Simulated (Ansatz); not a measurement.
**Geometry relaxation, with input and output: TaNH3Cl5**

TaNH3Cl5, computed with RKS PBE/def2-SVP (Ansatz 0.2.0).

It belongs to a series of runs on one base structure; here: end point A relaxed. Figures and captions count atoms from 1; the log counts them from 0 in places.

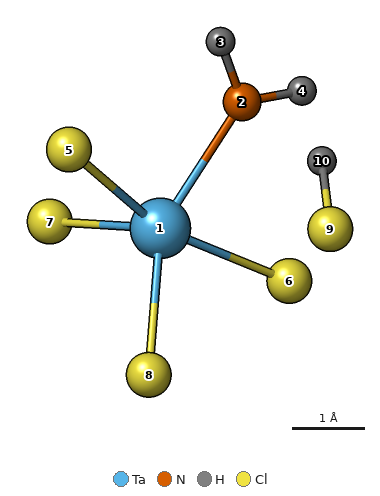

The input geometry (ball-and-stick view, seen at a tilt; atoms are numbered from 1 in the order of the input). Sticks mark near contacts. Bond lengths as drawn: Cl–H 1.34 Å, Cl–Ta 2.29 to 2.34 Å, H–N 1.03 Å and N–Ta 2.11 Å.

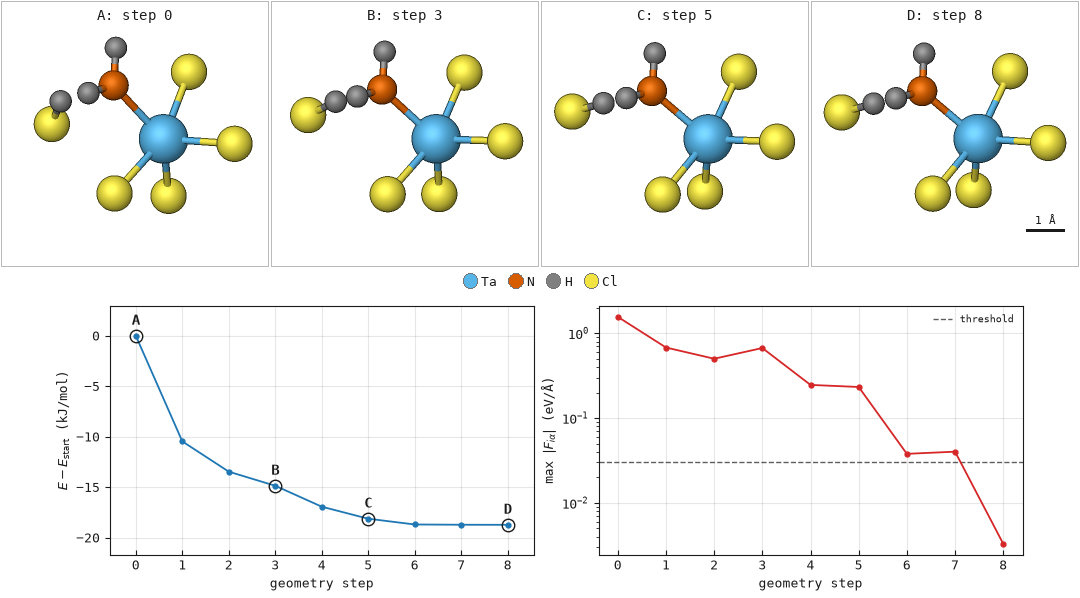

Frames of the relaxation (ball-and-stick view, seen at an oblique angle) above the curves, on which the letters mark them (the first geometry is step 0 here and step 1 in the log).

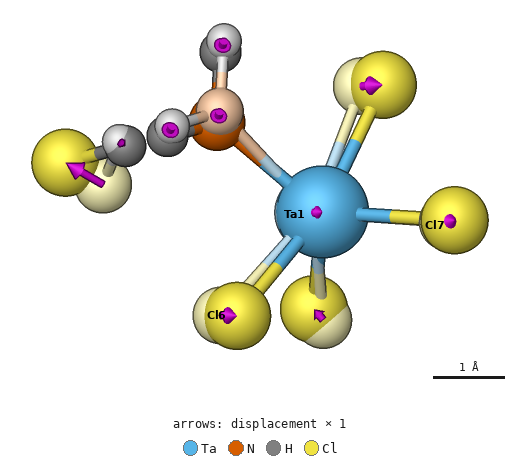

Start (faint) and end (solid) with the displacements as pink arrows, at true length (ball-and-stick view, seen at an oblique angle). The two geometries are laid on each other by the best rigid fit. The atom that moves furthest after the best rigid fit is Cl9 (0.64 Å). Largest moves by element: Cl 0.64 Å, H 0.32 Å, N 0.31 Å, Ta 0.16 Å. Among the contacts that change: Ta1–N2 2.107 → 2.005 Å, Cl9–H10 1.344 → 1.318 Å, Ta1–Cl7 2.287 → 2.309 Å, Ta1–Cl8 2.320 → 2.305 Å. Among the angles that change: N2–Ta1–Cl8 139.6° → 120.2°, N2–Ta1–Cl7 111.2° → 121.3°, Cl7–Ta1–Cl8 109.2° → 118.5°. After 8 geometry steps the energy has fallen by 18.7 kJ/mol. The largest force component goes from 1.6 to 0.0033 eV/Å. (Atoms are counted from 1 in the order of the input.)

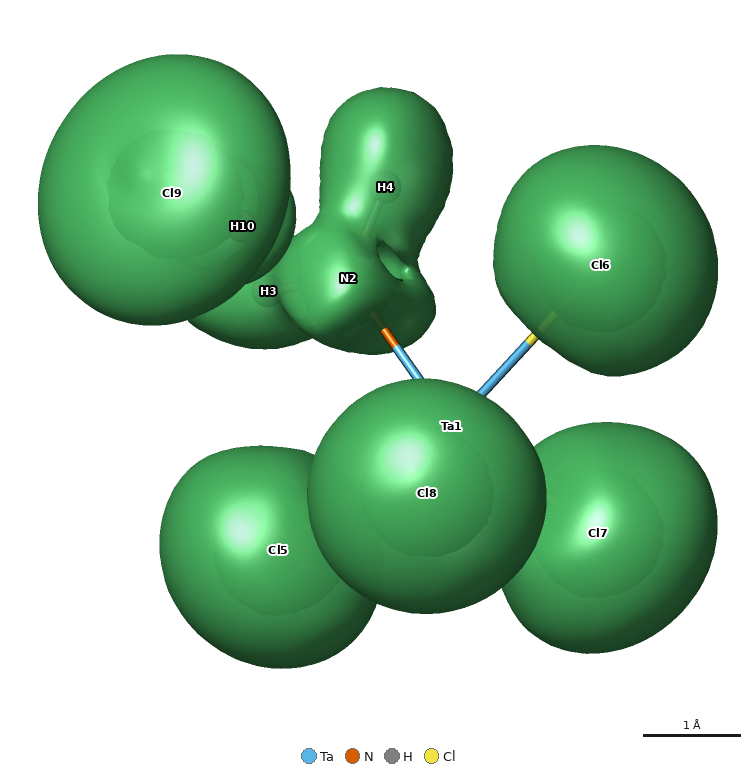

Isosurface of the ELF at 0.75 (green), seen at an oblique angle. Core shells and regions of very low density are left out. Along the contacts the grid gives the following. N2···H10 (1.99 Å): the ELF is only about 0.20 between them (a non-bonded, intermolecular contact). Ta–N (2.01 Å): the ELF peaks at about 0.90 in the valence shell of N, 0.6 Å from its nucleus, and is about 0.35 at the midpoint.

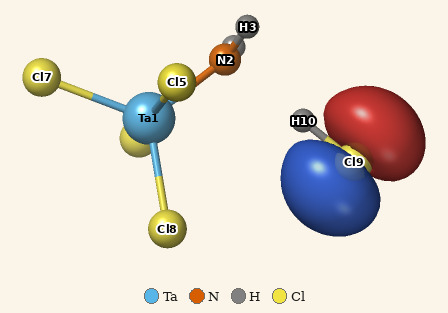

One frontier orbital at ±0.15 Å⁻³ᐟ² (red and blue are the two phases), seen at a tilt. The HOMO−1, at −7.15 eV.

The input and output of the run follow.

## Input file
```yaml
crystal:
  periodic: [false, false, false]
  atoms:
    - { symbol: Ta, position_ang: [-0.006711, 0.101914, 0.055911] }
    - { symbol: "N", position_ang: [2.091713, 0.265186, 0.160685] }
    - { symbol: H, position_ang: [2.592524, 0.534696, 1.014118] }
    - { symbol: H, position_ang: [2.69955, 0.229306, -0.664723] }
    - { symbol: Cl, position_ang: [0.152553, 0.345053, 2.37548] }
    - { symbol: Cl, position_ang: [0.46108, -0.467981, -2.167406] }
    - { symbol: Cl, position_ang: [-0.9731, 2.131977, -0.363457] }
    - { symbol: Cl, position_ang: [-1.66245, -1.515998, 0.20388] }
    - { symbol: Cl, position_ang: [1.593096, -3.087177, 0.913817] }
    - { symbol: H, position_ang: [2.220545, -1.937376, 0.611194] }
basis:
  gaussian: { orbitals: def2-SVP }
hamiltonian:
  xc: pbe
relax:
  f_tol: 0.03
  max_steps: 50
output:
  orbitals: {}
```

Run as:
```bash
ansatz run input.yaml --threads 4 --pin off --max-ram 5120MiB --backend cpu --events-out ev --progress --plain --runs-dir out
```

## Log
```
The last accepted step is kept in [file] (removed where the run ends without a failure and the disk answers)
Engine: ansatz 0.2.0, aarch64-unknown-linux-gnu
Functional definition: PBE
  parameter kappa = 0.804
  parameter beta = 0.06672455060314922
  exchange = pbe_x(kappa = kappa, mu = beta*pi^2/3)
  correlation = pbe_c(beta = beta)
1625 factors; their error is unknown
mean field evaluation 1: about -65655.0466 eV, gradient 6.6e1 eV
mean field evaluation 2: about -65502.0304 eV, gradient 2.2e2 eV
mean field evaluation 4: about -65659.6030 eV, gradient 4.6e1 eV
mean field evaluation 8: about -65664.6345 eV, gradient 2.8e-1 eV
mean field evaluation 16: about -65664.5413 eV, gradient 1.8e-3 eV
mean field -65664.54132470 eV, -2413.1273846580 hartree, gradient 3.5e-5 eV, S^2 0.000000; 0 other end points of the search recorded, 0 dependent functions left out
the calculation of the forces begins
reference -65664.54138890 eV, -2413.1273870174 hartree; 54, 54 occupied and 97, 97 virtual orbitals, 1625 factors
relax step   1: F+E_penalty+E_count = -65664.54132470 eV  Δ(F+E_penalty+E_count) = +0.000e0 eV  max|allowed force component| = 1.563e0 eV/Å  Δτ_max = 0.0000 Å  (31 SCF iters, accepted)
these checks for a lower state are left out or cut short: starts, cluster_reference, orbital_swaps, neighbouring_geometries, increment
1625 factors; their error is unknown
mean field -65664.64976270 eV, -2413.1313696811 hartree, gradient 2.3e-5 eV, S^2 0.000000; 0 other end points of the search recorded, 0 dependent functions left out
the calculation of the forces begins
reference -65664.64982712 eV, -2413.1313720485 hartree; 54, 54 occupied and 97, 97 virtual orbitals, 1625 factors
relax step   2: F+E_penalty+E_count = -65664.64976270 eV  Δ(F+E_penalty+E_count) = -1.084e-1 eV  max|allowed force component| = 6.801e-1 eV/Å  Δτ_max = 0.1938 Å  (37 SCF iters, accepted)
these checks for a lower state are left out or cut short: starts, cluster_reference, orbital_swaps, neighbouring_geometries, increment
1625 factors; their error is unknown
mean field evaluation 32: about -65664.7759 eV, gradient 6.9e-3 eV
mean field -65664.68085029 eV, -2413.1325121290 hartree, gradient 1.3e-5 eV, S^2 0.000000; 0 other end points of the search recorded, 0 dependent functions left out
the calculation of the forces begins
reference -65664.68091468 eV, -2413.1325144953 hartree; 54, 54 occupied and 97, 97 virtual orbitals, 1625 factors
relax step   3: F+E_penalty+E_count = -65664.68085029 eV  Δ(F+E_penalty+E_count) = -3.109e-2 eV  max|allowed force component| = 5.013e-1 eV/Å  Δτ_max = 0.1929 Å  (38 SCF iters, accepted)
these checks for a lower state are left out or cut short: starts, cluster_reference, orbital_swaps, neighbouring_geometries, increment
1625 factors; their error is unknown
mean field -65664.69533836 eV, -2413.1330445554 hartree, gradient 1.3e-5 eV, S^2 0.000000; 0 other end points of the search recorded, 0 dependent functions left out
the calculation of the forces begins
reference -65664.69540288 eV, -2413.1330469265 hartree; 54, 54 occupied and 97, 97 virtual orbitals, 1625 factors
relax step   4: F+E_penalty+E_count = -65664.69533836 eV  Δ(F+E_penalty+E_count) = -1.449e-2 eV  max|allowed force component| = 6.705e-1 eV/Å  Δτ_max = 0.1816 Å  (37 SCF iters, accepted)
these checks for a lower state are left out or cut short: starts, cluster_reference, orbital_swaps, neighbouring_geometries, increment
1625 factors; their error is unknown
mean field -65664.71680377 eV, -2413.1338333949 hartree, gradient 1.3e-5 eV, S^2 0.000000; 0 other end points of the search recorded, 0 dependent functions left out
the calculation of the forces begins
reference -65664.71686822 eV, -2413.1338357635 hartree; 54, 54 occupied and 97, 97 virtual orbitals, 1625 factors
relax step   5: F+E_penalty+E_count = -65664.71680377 eV  Δ(F+E_penalty+E_count) = -2.147e-2 eV  max|allowed force component| = 2.464e-1 eV/Å  Δτ_max = 0.0619 Å  (32 SCF iters, accepted)
these checks for a lower state are left out or cut short: starts, cluster_reference, orbital_swaps, neighbouring_geometries, increment
1625 factors; their error is unknown
mean field -65664.72915570 eV, -2413.1342873198 hartree, gradient 1.3e-5 eV, S^2 0.000000; 0 other end points of the search recorded, 0 dependent functions left out
the calculation of the forces begins
reference -65664.72922002 eV, -2413.1342896835 hartree; 54, 54 occupied and 97, 97 virtual orbitals, 1625 factors
relax step   6: F+E_penalty+E_count = -65664.72915570 eV  Δ(F+E_penalty+E_count) = -1.235e-2 eV  max|allowed force component| = 2.329e-1 eV/Å  Δτ_max = 0.1354 Å  (37 SCF iters, accepted)
these checks for a lower state are left out or cut short: starts, cluster_reference, orbital_swaps, neighbouring_geometries, increment
1625 factors; their error is unknown
mean field evaluation 64: about -65664.7351 eV, gradient 1.5e-3 eV
mean field -65664.73506972 eV, -2413.1345046562 hartree, gradient 2.1e-5 eV, S^2 0.000000; 0 other end points of the search recorded, 0 dependent functions left out
the calculation of the forces begins
reference -65664.73513397 eV, -2413.1345070174 hartree; 54, 54 occupied and 97, 97 virtual orbitals, 1625 factors
relax step   7: F+E_penalty+E_count = -65664.73506972 eV  Δ(F+E_penalty+E_count) = -5.914e-3 eV  max|allowed force component| = 3.793e-2 eV/Å  Δτ_max = 0.0495 Å  (31 SCF iters, accepted)
these checks for a lower state are left out or cut short: starts, cluster_reference, orbital_swaps, neighbouring_geometries, increment
1625 factors; their error is unknown
mean field -65664.73533389 eV, -2413.1345143643 hartree, gradient 1.2e-5 eV, S^2 0.000000; 0 other end points of the search recorded, 0 dependent functions left out
the calculation of the forces begins
reference -65664.73539812 eV, -2413.1345167246 hartree; 54, 54 occupied and 97, 97 virtual orbitals, 1625 factors
relax step   8: F+E_penalty+E_count = -65664.73533389 eV  Δ(F+E_penalty+E_count) = -2.642e-4 eV  max|allowed force component| = 4.023e-2 eV/Å  Δτ_max = 0.0207 Å  (34 SCF iters, accepted)
these checks for a lower state are left out or cut short: starts, cluster_reference, orbital_swaps, neighbouring_geometries, increment
1625 factors; their error is unknown
mean field -65664.73542429 eV, -2413.1345176863 hartree, gradient 1.4e-5 eV, S^2 0.000000; 0 other end points of the search recorded, 0 dependent functions left out
the calculation of the forces begins
reference -65664.73548853 eV, -2413.1345200472 hartree; 54, 54 occupied and 97, 97 virtual orbitals, 1625 factors
relax step   9: F+E_penalty+E_count = -65664.73542429 eV  Δ(F+E_penalty+E_count) = -9.040e-5 eV  max|allowed force component| = 3.305e-3 eV/Å  Δτ_max = 0.0053 Å  (33 SCF iters, accepted)
1625 factors; their error is unknown
mean field evaluation 96: about -65664.7354 eV, gradient 1.3e-2 eV
mean field -65664.73542429 eV, -2413.1345176863 hartree, gradient 1.5e-5 eV, S^2 0.000000; 1 other end points of the search recorded, 0 dependent functions left out
the calculation of the forces begins
reference -65664.73548853 eV, -2413.1345200472 hartree; 54, 54 occupied and 97, 97 virtual orbitals, 1625 factors
Total energy: -65664.73548853 eV, -2413.1345200472 hartree
Atom 0 at    -0.052495     0.254171     0.026375 Å, force    -0.003305     0.001105    -0.001376 eV/Å
Atom 1 at     1.928686     0.010799     0.220295 Å, force     0.001485     0.000514     0.000681 eV/Å
Atom 2 at     2.434999     0.272773     1.074166 Å, force     0.001366    -0.000314     0.000113 eV/Å
Atom 3 at     2.558186    -0.049542    -0.588488 Å, force     0.001877    -0.000512    -0.000178 eV/Å
Atom 4 at     0.028216     0.681737     2.330612 Å, force    -0.000301    -0.000035     0.001104 eV/Å
Atom 5 at     0.366525    -0.201962    -2.235356 Å, force    -0.000245    -0.000406     0.000030 eV/Å
Atom 6 at    -0.966274     2.322251    -0.441562 Å, force    -0.000146     0.000190    -0.000135 eV/Å
Atom 7 at    -1.470806    -1.545988     0.269824 Å, force    -0.000005    -0.001082     0.000270 eV/Å
Atom 8 at     2.223952    -3.216224     0.871645 Å, force    -0.000903     0.002576    -0.000671 eV/Å
Atom 9 at     2.117812    -1.928414     0.611987 Å, force     0.000176    -0.002035     0.000162 eV/Å
Dipole moment:     0.294225     0.463233    -0.068569 e Å
```

## Trajectory as extended XYZ (Å, eV, eV/Å), 9 frames, from step=1 to step=9
```
10
Properties=species:S:1:pos:R:3:forces:R:3 step=1 energy=-65664.54132
Ta   -0.0067    0.1019    0.0559    1.5310   0.2076   0.0437
N     2.0917    0.2652    0.1607   -1.5633  -0.3610  -0.0413
H     2.5925    0.5347    1.0141    0.0021   0.0001  -0.0190
H     2.6995    0.2293   -0.6647   -0.0048   0.0047   0.0280
Cl    0.1526    0.3451    2.3755   -0.0032  -0.0124   0.0038
Cl    0.4611   -0.4680   -2.1674    0.0139   0.0039   0.0081
Cl   -0.9731    2.1320   -0.3635    0.0071  -0.0172  -0.0126
Cl   -1.6624   -1.5160    0.2039   -0.0149   0.0108   0.0278
Cl    1.5931   -3.0872    0.9138    0.4506   0.6801  -0.2036
H     2.2205   -1.9374    0.6112   -0.4185  -0.5166   0.1652
10
Properties=species:S:1:pos:R:3:forces:R:3 step=2 energy=-65664.64976
Ta    0.0390    0.1008    0.0586   -0.6801   0.0069  -0.0807
N     2.0333    0.1451    0.1795    0.5507   0.0436   0.0929
H     2.5247    0.4808    1.0177    0.0220  -0.0575  -0.0570
H     2.6331    0.1645   -0.6542    0.0271  -0.0437   0.0649
Cl    0.1784    0.3392    2.3806   -0.0252   0.0449   0.0999
Cl    0.4980   -0.4699   -2.1663   -0.0407  -0.0164  -0.0920
Cl   -0.9224    2.1307   -0.3723    0.0595   0.0797  -0.0094
Cl   -1.6411   -1.4922    0.2215    0.0151  -0.0766   0.0055
Cl    1.7049   -3.0282    0.8641    0.2383   0.4973  -0.1051
H     2.1209   -1.7712    0.6103   -0.1667  -0.4781   0.0810
10
Properties=species:S:1:pos:R:3:forces:R:3 step=3 energy=-65664.68085
Ta   -0.0093    0.1414    0.0474   -0.1036   0.0024  -0.0124
N     2.0047    0.1323    0.1936    0.2407  -0.1434  -0.1079
H     2.5160    0.4037    1.0444   -0.0689  -0.0009  -0.0889
H     2.6351    0.0494   -0.6194   -0.1576   0.0771   0.1673
Cl    0.1195    0.4017    2.3746   -0.0403   0.0160  -0.0366
Cl    0.4294   -0.4363   -2.1854    0.0025   0.0329   0.0580
Cl   -0.9151    2.1987   -0.3893    0.0354   0.0218  -0.0052
Cl   -1.6649   -1.4801    0.2159    0.1045   0.0149   0.0265
Cl    1.8960   -3.0538    0.8565    0.1509   0.4805  -0.0981
H     2.1573   -1.7573    0.6013   -0.1635  -0.5013   0.0973
10
Properties=species:S:1:pos:R:3:forces:R:3 step=4 energy=-65664.69534
Ta   -0.0386    0.1840    0.0403    0.2158  -0.1043   0.0222
N     1.9831    0.0720    0.1994    0.0088   0.0009  -0.1613
H     2.4937    0.3682    1.0420   -0.0842  -0.0262  -0.0253
H     2.6069    0.0697   -0.6269   -0.2482  -0.0483   0.2577
Cl    0.0564    0.4660    2.3669    0.0288   0.0251  -0.0746
Cl    0.4056   -0.3896   -2.1913   -0.0478   0.0491   0.0359
Cl   -0.8911    2.2637   -0.4084    0.0007   0.0143  -0.0150
Cl   -1.6436   -1.4819    0.2364    0.1232   0.0497  -0.0151
Cl    2.0557   -3.1380    0.8752    0.0516   0.6705  -0.1330
H     2.1405   -1.8145    0.6060   -0.0487  -0.6308   0.1086
10
Properties=species:S:1:pos:R:3:forces:R:3 step=5 energy=-65664.71680
Ta   -0.0441    0.2056    0.0356    0.2464  -0.1036   0.0252
N     1.9690    0.0404    0.2074   -0.0883   0.1014  -0.1378
H     2.4717    0.3516    1.0484   -0.0417  -0.0426  -0.0165
H     2.5871    0.0460   -0.6196   -0.1514  -0.0560   0.1858
Cl    0.0545    0.5267    2.3549    0.0082   0.0263  -0.0163
Cl    0.3983   -0.3330   -2.2030   -0.0372   0.0319  -0.0089
Cl   -0.9166    2.2785   -0.4168   -0.0051   0.0519  -0.0187
Cl   -1.6033   -1.4916    0.2417    0.0704  -0.0022  -0.0030
Cl    2.0999   -3.1568    0.8767    0.0089  -0.1454   0.0325
H     2.1523   -1.8678    0.6142   -0.0102   0.1383  -0.0421
10
Properties=species:S:1:pos:R:3:forces:R:3 step=6 energy=-65664.72916
Ta   -0.0619    0.2464    0.0251    0.2329  -0.2208   0.0811
N     1.9320   -0.0020    0.2276   -0.0900   0.0779  -0.2117
H     2.4352    0.3013    1.0706   -0.0296  -0.0475  -0.0087
H     2.5592   -0.0306   -0.5899   -0.0998  -0.0145   0.1135
Cl    0.0300    0.6308    2.3356   -0.0365   0.0271   0.0031
Cl    0.3435   -0.2337   -2.2328    0.0394   0.0039   0.0076
Cl   -0.9165    2.3292   -0.4405   -0.0578   0.0891   0.0023
Cl   -1.5180   -1.5351    0.2543    0.0491   0.0786   0.0028
Cl    2.2282   -3.1984    0.8886   -0.0082   0.1021  -0.0323
H     2.1371   -1.9083    0.6009    0.0004  -0.0959   0.0422
10
Properties=species:S:1:pos:R:3:forces:R:3 step=7 energy=-65664.73507
Ta   -0.0538    0.2500    0.0272    0.0056   0.0350  -0.0150
N     1.9294    0.0116    0.2197    0.0379  -0.0078   0.0063
H     2.4374    0.2709    1.0742   -0.0226  -0.0019  -0.0196
H     2.5609   -0.0491   -0.5884   -0.0257   0.0029   0.0146
Cl    0.0272    0.6778    2.3305    0.0024  -0.0059   0.0127
Cl    0.3646   -0.2050   -2.2346    0.0036  -0.0070  -0.0024
Cl   -0.9648    2.3187   -0.4401    0.0020   0.0023  -0.0008
Cl   -1.4900   -1.5362    0.2657    0.0063  -0.0184   0.0055
Cl    2.2271   -3.2139    0.8737   -0.0001   0.0121  -0.0027
H     2.1309   -1.9253    0.6116   -0.0094  -0.0113   0.0015
10
Properties=species:S:1:pos:R:3:forces:R:3 step=8 energy=-65664.73533
Ta   -0.0539    0.2561    0.0255    0.0263  -0.0402   0.0155
N     1.9280    0.0077    0.2203   -0.0391   0.0099  -0.0073
H     2.4337    0.2711    1.0738    0.0104   0.0016   0.0054
H     2.5563   -0.0528   -0.5892    0.0107   0.0012  -0.0021
Cl    0.0282    0.6784    2.3311   -0.0017   0.0036  -0.0070
Cl    0.3662   -0.2030   -2.2354   -0.0021   0.0041   0.0005
Cl   -0.9639    2.3250   -0.4409   -0.0058   0.0114  -0.0029
Cl   -1.4717   -1.5455    0.2686    0.0032   0.0121  -0.0024
Cl    2.2274   -3.2124    0.8730    0.0006  -0.0103   0.0019
H     2.1186   -1.9251    0.6125   -0.0024   0.0066  -0.0017
10
Properties=species:S:1:pos:R:3:forces:R:3 step=9 energy=-65664.73542
Ta   -0.0525    0.2542    0.0264   -0.0033   0.0011  -0.0014
N     1.9287    0.0108    0.2203    0.0015   0.0005   0.0007
H     2.4350    0.2728    1.0742    0.0014  -0.0003   0.0001
H     2.5582   -0.0495   -0.5885    0.0019  -0.0005  -0.0002
Cl    0.0282    0.6817    2.3306   -0.0003   0.0000   0.0011
Cl    0.3665   -0.2020   -2.2354   -0.0002  -0.0004   0.0000
Cl   -0.9663    2.3223   -0.4416   -0.0001   0.0002  -0.0001
Cl   -1.4708   -1.5460    0.2698    0.0000  -0.0011   0.0003
Cl    2.2240   -3.2162    0.8716   -0.0009   0.0026  -0.0007
H     2.1178   -1.9284    0.6120    0.0002  -0.0020   0.0002
```

## Key numbers

| quantity | value |
| --- | --- |
| outcome | converged |
| total energy | −65664.7355 eV |
| mean-field energy | −65664.7355 eV |
| largest force (length of the vector) at the end | 0.004 eV/Å |
| hardware | 4 threads of Arm Neoverse V2, 24 GiB of memory available, shared host |
| wall time | 22 s (CPU time 84 s) |
| peak memory | 0.26 GiB |
